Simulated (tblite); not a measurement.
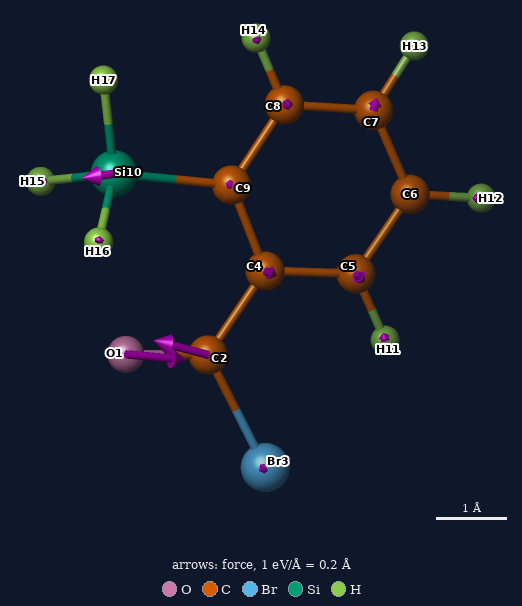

Starting geometry of C7H7BrOSi with the computed forces as purple arrows. The picture is a ball-and-stick view, seen at a tilt.

These are results of tblite 0.8.0, GFN2-xTB geometry optimisation, gas phase, not measurements. 

Is this structure relaxed? If not, where do the atoms go?

It isn't relaxed: the largest force vector, on O1, is 4.84 eV/Å. The final displacements have little in common with the starting forces (cosine between the two patterns 0.26). The largest move after the best rigid fit is that of H15, 0.26 Å. By element the largest moves are H 0.26 Å, Br 0.14 Å, Si 0.12 Å, O 0.10 Å, C 0.09 Å. Near-neighbour distances that change, for instance: O1–Si10 2.653 → 2.554 Å, O1–C2 1.272 → 1.194 Å, C9–Si10 1.831 → 1.899 Å, C2–Br3 1.912 → 1.960 Å. Among the angles between lasting bonds that change: C9–Si10–H17 109.6° → 103.0°, C2–C4–C9 121.1° → 114.9°, H15–Si10–H16 111.5° → 116.6°. Over 75 geometry steps the energy falls by 47.3 kJ/mol. The run took 0.58 s on 1 thread of Arm Neoverse V2, with other jobs on the host.
